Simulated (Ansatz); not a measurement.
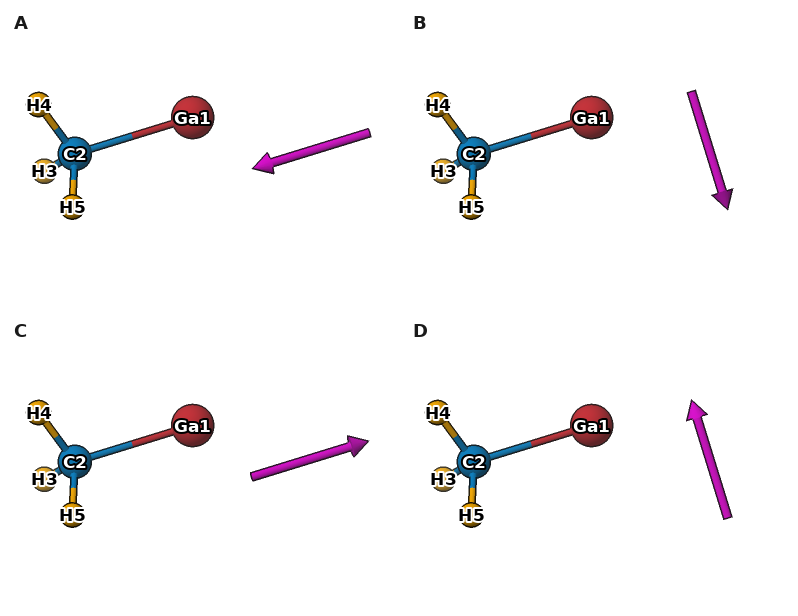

The same molecule four times, each with an arrow. The computed structure is the end point of a PBE0-D4/def2-TZVP optimisation. Properties computed with RKS PBE0-D4/def2-TZVP (Ansatz 0.2.0).

### Which arrow points along the dipole moment, from the negative to the positive end?

A. The dipole moment is 0.41 D; it points from the side of Ga1 to the side of H3, H4, H5 (the outermost atoms at the two ends).
